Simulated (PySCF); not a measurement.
# BH3, SMILES `B`: electronic structure

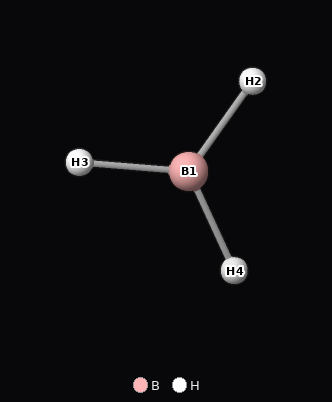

The molecule, with its atoms numbered as below. No frequency check shows the geometry to be a minimum.

Cartesian coordinates (Å):

```
B1       0.0000    0.0000    0.0000
H2      -0.3009    1.1249    0.0000
H3      -0.8237   -0.8231    0.0000
H4       1.1247   -0.3018    0.0000
```

Part 1: Bonding charge

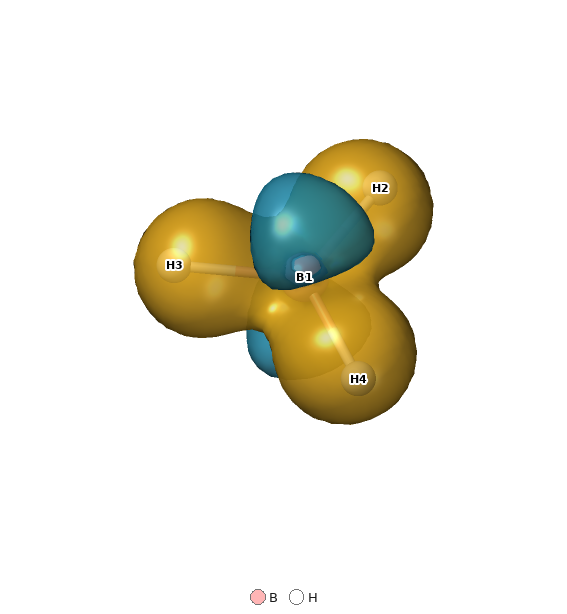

Deformation density (molecule less spherical, spin-averaged free atoms at the same positions), surfaces at ±0.1 e/Å³; yellow: gain, teal: loss.

PySCF calculation, CAM-B3LYP/def2-SVPD, gas phase; geometry: GFN2-xTB.

Describe the bonding that the map shows.

Answer. B1–H2, B1–H3 and B1–H4: +0.50 e/Å³ at the bond critical point (bond length 1.16 Å). In all, 1.0 electrons gather in the regions of gain relative to the promolecule.

Where do the Hirshfeld charges lie?

Answer. The highest Hirshfeld charge is on B1 (+0.17 e), the lowest on H2, H3 and H4 (−0.06 e).

Part 2: Local ionisation energy

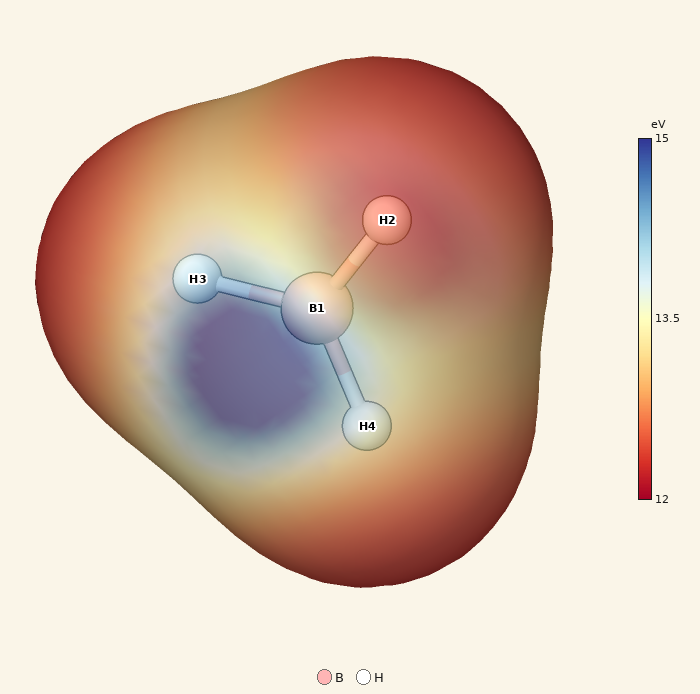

Average local ionisation energy on the surface of electron density 0.001 a.u.

Locate the minima of the map.

Answer. The lowest value is 12.3 eV, 1.5 Å from H4, and at like points elsewhere. For comparison, the highest occupied orbital lies at −11.5 eV.

What volume does the surface enclose, and what is the dipole moment?

Answer. About 41 Å³; the dipole moment is 0.0 D.

Part 3: Excited states

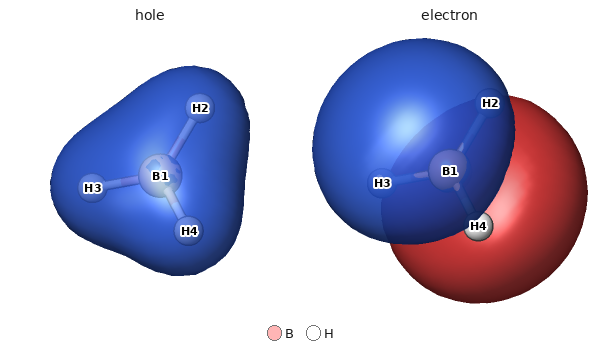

Leading natural transition orbital pair of S₃ (full linear response singlet states); the surfaces enclose about 85 % of each orbital's density.

PySCF calculation, ωB97X/def2-SVP, gas phase; geometry: GFN2-xTB. Without diffuse functions Rydberg states are missing, so the states' numbers hold for this basis only.

Where does the state lie, and where do hole and electron sit?

Answer. 12.01 eV (103 nm), f = 0.369 (bright); the leading pair carries 100 %; hole on B1 (54 %) and H2, H3 and H4 (16 % each), electron on B1 (73 %) and H2, H3 and H4 (9 % each); their centroids lie 0.0 Å apart. In canonical orbitals it is mainly HOMO−2 → LUMO (100 %). The HOMO–LUMO gap is 13.17 eV.

Part 4: Removing or adding an electron

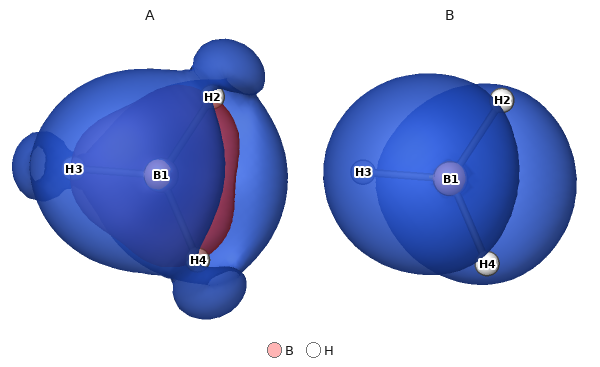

The Fukui function f⁺ from two separate SCF calculations and the density of the LUMO, at ±0.015 e/Å³ (blue positive, red negative).

Level of theory: M06-2X/aug-cc-pVDZ (PySCF), at a geometry from GFN2-xTB.

Which panel is which, and how good is the frozen-orbital picture?

Answer. A is f⁺ (it has negative regions), B the LUMO density. The LUMO lies on B1 (68 %) and H2, H3 and H4 (11 % each); f⁺ (Hirshfeld-condensed) is largest on B1 (0.59); the vertical electron affinity is −0.07 eV (the stability of the anion's solution wasn't checked; negative: at this level and geometry the extra electron isn't bound, and the finite basis holds it). Relaxation shifts 10 % of the electron between atoms. The orbital energy is −1.04 eV.

Part 5: Localised orbitals

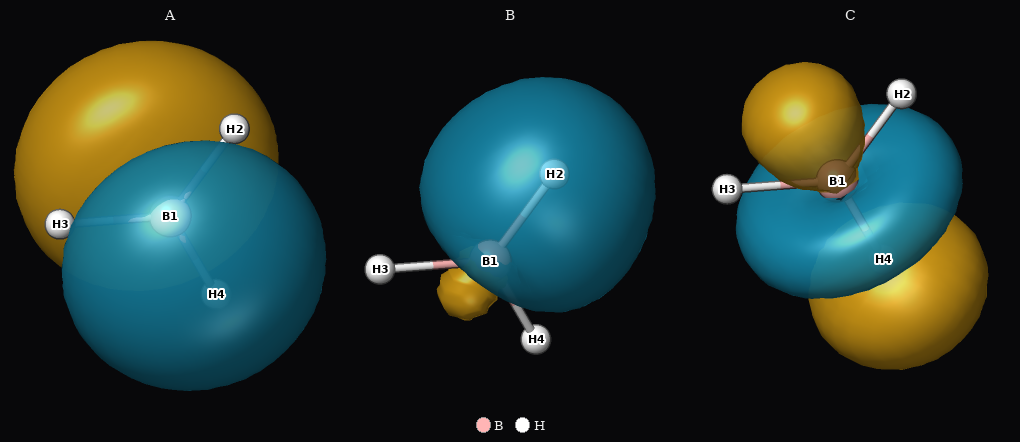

Intrinsic bond orbitals (IBO), occupied and valence-virtual; each surface holds about 85 % of the orbital's density. Energies are diagonal elements of the Fock matrix.

PySCF calculation, PBE0/def2-SVPD, gas phase; geometry: GFN2-xTB. This is a single-reference result, which may miss multireference character in this system.

What does each orbital represent in a Lewis picture?

Answer. By panel:
- A: empty orbital on B1 (B1 100 %; −1.7 eV)
- B: σ bond B1–H2 (B1 51 %, H2 49 %; −11.5 eV)
- C: σ* orbital H4–B1 (H4 51 %, B1 49 %; 10.7 eV)

Part 6: Stretching a bond

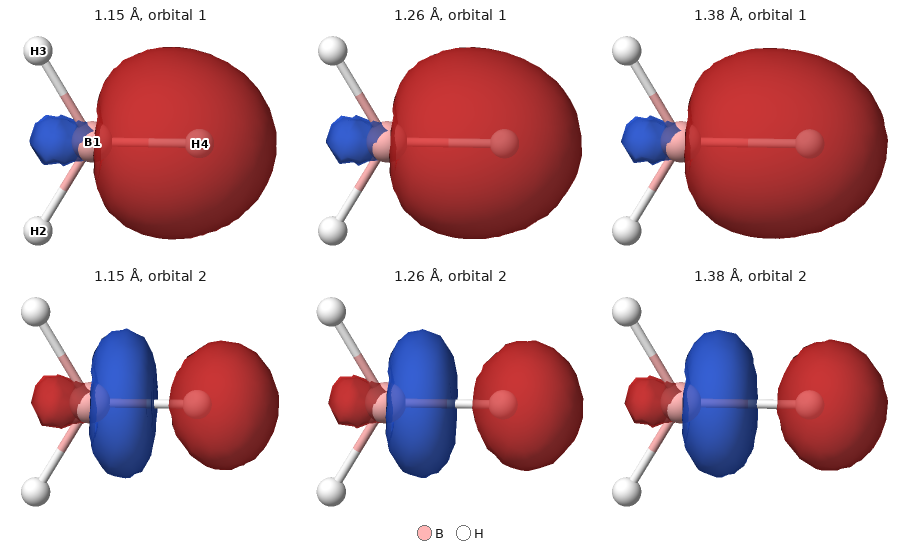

Rigid stretch of the B1–H4 bond. The two CASSCF(2,2) natural orbitals nearest half filling (orbital 1 the more occupied).

Method: def2-SVP basis; geometry: GFN2-xTB; program: PySCF.

How do the occupations change along the stretch?

Answer. 1.15 Å: 1.99 and 0.01; 1.26 Å: 1.98 and 0.02; 1.38 Å: 1.97 and 0.03. At the longest distance computed (3.22 Å) they are 1.35 and 0.65, and the effective number of unpaired electrons is 1.5.

Where does the UHF solution part from RHF?

Answer. Between 1.78 Å (⟨S²⟩ = 0, the two coincide) and 2.07 Å (⟨S²⟩ = 0.39); at 3.22 Å ⟨S²⟩ is 0.97 and UHF lies 2.8 eV below RHF.

How much energy does the stretch cost?

Answer. By CASSCF, 4.1 eV from the lowest point of the scan (1.26 Å) to 3.22 Å; RHF gives 6.6 eV from its own lowest point. The fragments aren't relaxed and dynamic correlation is missing, so this isn't a bond dissociation energy.
